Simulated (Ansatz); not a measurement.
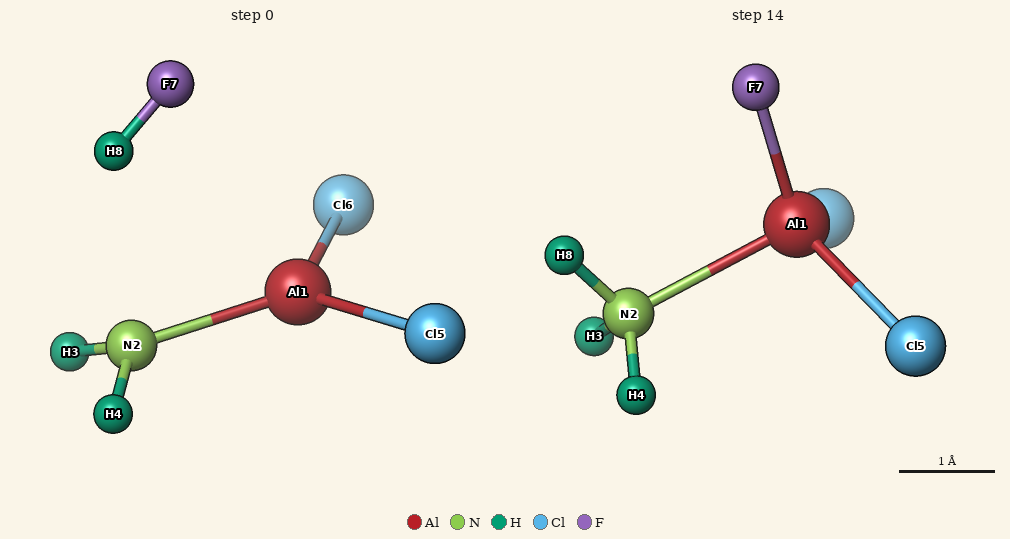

The structure of AlNH3Cl2F before (left) and after (right) a relaxation, at one scale.

Style: ball-and-stick. Shown from a free direction.

The run prepares an end point of a later path (reaction) calculation, from a guessed geometry.

Method: RKS PBE0-D4/def2-SVP in Ansatz 0.2.0. Settings: no spin polarisation; force threshold 0.03 eV/Å; at most 50 steps.

Describe what moved and what it gained.

Answer. Over 14 geometry steps the energy falls by 55.6 kcal/mol. Largest force component: 1.7 eV/Å at the start, 0.03 eV/Å at the end. The atom that moves furthest after the best rigid fit is H8 (1.27 Å). By element the largest moves are H 1.27 Å, F 0.88 Å, Al 0.78 Å, N 0.38 Å, Cl 0.30 Å. Near-neighbour distances that change, for instance: F7–H8 0.929 → 2.685 Å, N2–H8 2.248 → 1.022 Å, Al1–F7 2.878 → 1.673 Å, Al1–N2 1.865 → 2.009 Å. New bonds form, among them: Al1–F7 (2.88 → 1.67 Å), N2–H8 (2.25 → 1.02 Å). Bonds break, among them: F7–H8 (0.93 → 2.68 Å). Among the angles between lasting bonds that change: N2–Al1–Cl6 119.2° → 101.6°, N2–Al1–Cl5 118.4° → 101.6°, Al1–N2–H3 119.8° → 111.1°. The run took 23 s on 2 threads of Intel(R) Xeon(R) 6975P-C (Granite Rapids), with other jobs on the host, peak memory 0.23 GiB.

Limits of the set-up: the start holds two separate molecules, 2.2 Å apart at their closest, whose relative position is a soft coordinate.
